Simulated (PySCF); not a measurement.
## NMR shielding calculation, with input and output: C6H14N2Si2

- system: C6H14N2Si2
- method: GIAO PBE0/pcSseg-1 NMR shielding, non-relativistic, gas phase (PySCF 2.14.0)

The geometry comes from this level: PBE0-D3(BJ)/def2-SVP. It belongs to a series of runs on one base structure; here: constitutional isomer. Figures and captions count atoms from 1; the log counts them from 0 in places.

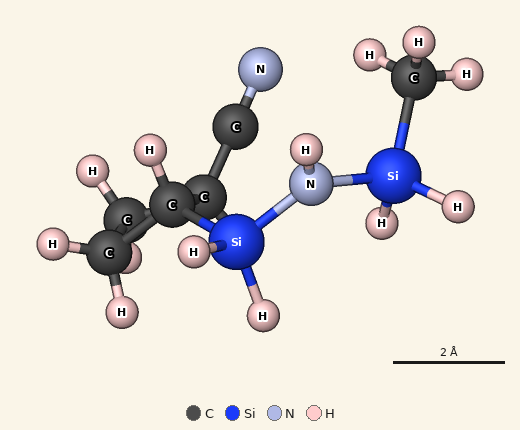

The structure (ball-and-stick view, seen at a tilt). Bond lengths as drawn: C–C 1.45 to 1.56 Å, C–H 1.10 Å, C–N 1.16 Å, C–Si 1.87 to 1.89 Å, H–N 1.02 Å, H–Si 1.50 Å and N–Si 1.74 to 1.75 Å.

Input
```
{"job": {"kind": "nmr", "xc": "PBE0", "basis": "pcSseg-1"}, "charge": 0, "multiplicity": 1}
C      2.997898     1.296945    -1.356027
Si     2.615236    -0.313839    -0.488893
N      1.737195    -0.066011     1.004353
Si     0.257204    -0.818099     1.511123
C     -1.264006    -0.006217     0.745571
C     -2.669210    -0.643889     0.868506
C     -2.953534    -0.241258    -0.588500
C     -1.427935    -0.104656    -0.802570
C     -0.909357     0.985441    -1.606521
N     -0.480067     1.874095    -2.213350
H      2.071360     1.821729    -1.634714
H      3.581042     1.109538    -2.271595
H      3.597334     1.957642    -0.709296
H      3.895907    -1.056485    -0.246571
H      1.730647    -1.187416    -1.323494
H      2.135530     0.606485     1.653857
H      0.157976    -0.736863     3.001842
H      0.233837    -2.251263     1.074688
H     -1.303881     1.056532     1.037688
H     -3.335363    -0.246677     1.646898
H     -2.614813    -1.738771     0.983567
H     -3.484749    -0.950843    -1.239199
H     -3.445366     0.740138    -0.651900
H     -1.002630    -1.047916    -1.185962
```

The first line tells a small driver script what to run in PySCF; the rest is the geometry in Å.

Launched with:
```bash
OMP_NUM_THREADS=1 python <driver script> task.json out
```

Output
```
coarse grid: 20568 points
cycle   1  E = -924.6967070055  dE =  9.294e-01  |g| = 6.504e-01  |ddm| = 4.473e+00
cycle   2  E = -924.5351991343  dE =  1.615e-01  |g| = 1.081e+00  |ddm| = 1.384e+00
cycle   3  E = -924.7832709850  dE = -2.481e-01  |g| = 2.451e-01  |ddm| = 9.302e-01
cycle   4  E = -924.7956762477  dE = -1.241e-02  |g| = 6.572e-02  |ddm| = 2.050e-01
cycle   5  E = -924.7965584579  dE = -8.822e-04  |g| = 1.977e-02  |ddm| = 6.948e-02
cycle   6  E = -924.7966425360  dE = -8.408e-05  |g| = 5.564e-03  |ddm| = 2.003e-02
cycle   7  E = -924.7966494629  dE = -6.927e-06  |g| = 1.043e-03  |ddm| = 5.433e-03
final grid: 188296 points
cycle   8  E = -924.8525103585  dE = -4.197e-05  |g| = 9.667e-03  |ddm| = 4.155e-02
cycle   9  E = -924.8524950725  dE =  1.529e-05  |g| = 1.257e-02  |ddm| = 1.923e-02
cycle  10  E = -924.8525335357  dE = -3.846e-05  |g| = 9.696e-04  |ddm| = 1.106e-02
cycle  11  E = -924.8525336726  dE = -1.369e-07  |g| = 5.725e-04  |ddm| = 1.129e-03
cycle  12  E = -924.8525337373  dE = -6.472e-08  |g| = 1.671e-04  |ddm| = 4.529e-04
cycle  13  E = -924.8525337431  dE = -5.800e-09  |g| = 4.678e-05  |ddm| = 1.527e-04
cycle  14  E = -924.8525337436  dE = -4.741e-10  |g| = 1.247e-05  |ddm| = 4.850e-05
```

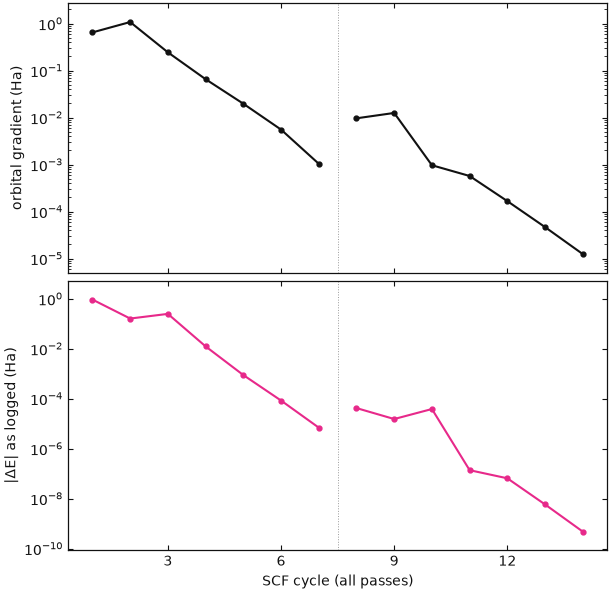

Convergence of the self-consistent field: orbital gradient and size of the energy change against the SCF cycle. The dotted line marks the change from a coarse to the final integration grid. The first 7 cycles use a coarse grid, the final grid takes over at cycle 8, and the field converges after 14 cycles in all.

```
converged SCF energy = -924.8525337436

GIAO shielding tensors (ppm)
atom      isotropic    diamagn.    paramagn.     s11        s22        s33       span
  0 C      185.247     255.938     -70.691    174.866    187.043    193.833     18.967
  1 Si     373.911     881.157    -507.246    319.824    376.794    425.115    105.292
  2 N      251.619     327.392     -75.773    238.487    247.996    268.374     29.887
  3 Si     376.623     881.533    -504.910    330.311    387.494    412.065     81.754
  4 C      152.483     252.728    -100.244    131.330    155.953    170.167     38.837
  5 C      163.795     252.660     -88.866    148.313    166.901    176.170     27.857
  6 C      153.875     252.268     -98.393    137.639    152.564    171.423     33.784
  7 C      158.839     249.437     -90.598    142.534    164.111    169.871     27.337
  8 C       55.725     262.773    -207.048    -63.792    -61.601    292.570    356.362
  9 N      -37.206     341.648    -378.854   -202.278   -186.984    277.643    479.921
 10 H       29.791      35.055      -5.263     24.024     28.238     37.111     13.087
 11 H       31.262      28.217       3.045     27.075     27.605     39.107     12.032
 12 H       30.996      29.652       1.345     27.002     28.613     37.374     10.372
 13 H       26.345      28.400      -2.056     22.156     24.759     32.119      9.963
 14 H       26.625      32.514      -5.890     23.516     26.909     29.449      5.933
 15 H       31.579      33.133      -1.554     23.084     29.032     42.621     19.537
 16 H       26.601      29.516      -2.915     22.673     25.368     31.762      9.090
 17 H       26.655      30.753      -4.098     22.896     26.321     30.749      7.854
 18 H       29.320      34.528      -5.208     27.631     29.125     31.205      3.573
 19 H       29.692      29.644       0.048     25.842     26.150     37.085     11.243
 20 H       29.589      30.977      -1.388     26.414     28.182     34.172      7.758
 21 H       29.097      28.795       0.303     25.427     25.683     36.182     10.755
 22 H       28.886      30.315      -1.429     26.008     27.362     33.287      7.280
 23 H       28.522      32.993      -4.470     26.431     28.128     31.008      4.578
```

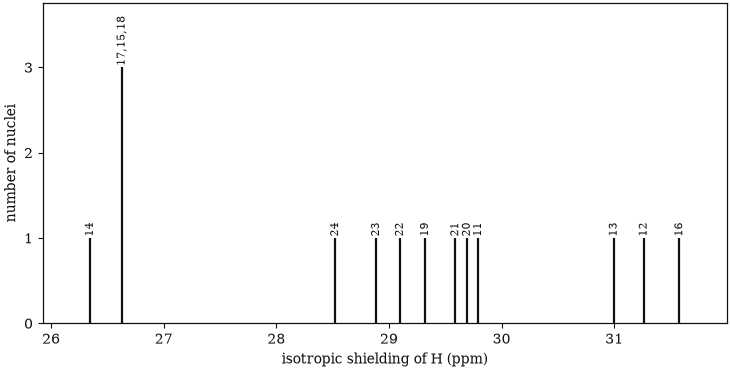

Isotropic shieldings of the hydrogen nuclei in this fixed geometry, labelled by atom number; shielding grows to the right, so chemical shift grows to the left. The least shielded is H14 (26.3 ppm), the most shielded H16 (31.6 ppm).

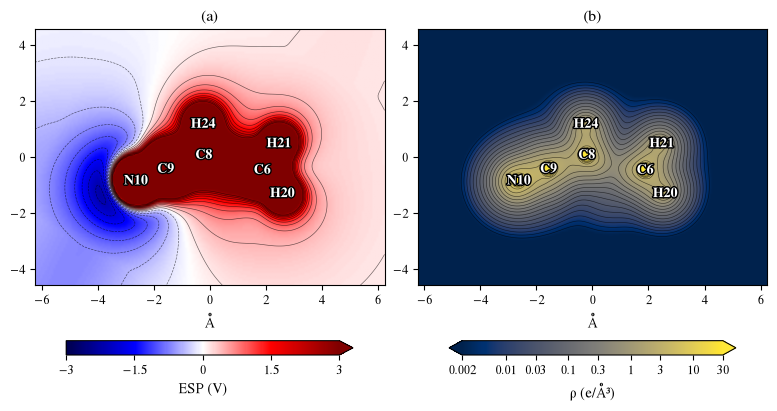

(a) electrostatic potential; (b) total electron density on the plane of atoms H20, C6 and H21. C–N (1.16 Å): ρ at the midpoint is about 3.5 e/Å³. C–H (1.10 Å): ρ is about 2 e/Å³ halfway.

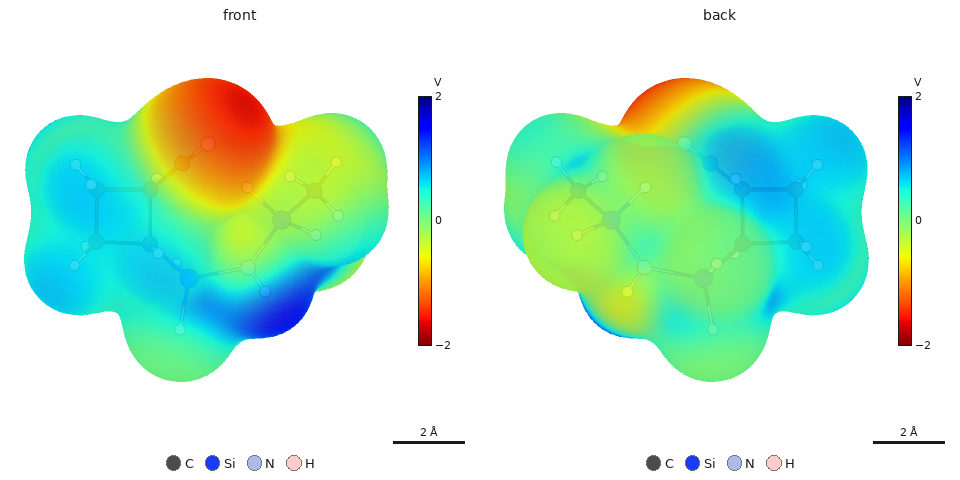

The electrostatic potential painted on the density surface at 0.001 e/bohr³, seen at a tilt and from behind; red is negative and blue positive. A positive charge is drawn to the negative regions and a negative charge to the positive ones. Its dipole moment is 3.02 D.

Summary

| quantity | value |
| --- | --- |
| outcome | converged |
| total energy | −924.852534 hartree |
| HOMO | −7.25 eV |
| LUMO | 0.32 eV |
| dipole moment | 3.02 D |
| isotropic shielding, C | 55.7 to 185.2 ppm |
| isotropic shielding, Si | 373.9 to 376.6 ppm |
| isotropic shielding, N | −37.2 to 251.6 ppm |
| isotropic shielding, H | 26.3 to 31.6 ppm |
| hardware | 1 CPU thread, shared host |
| wall time | 2.3 min |
| peak memory | 1.4 GiB |
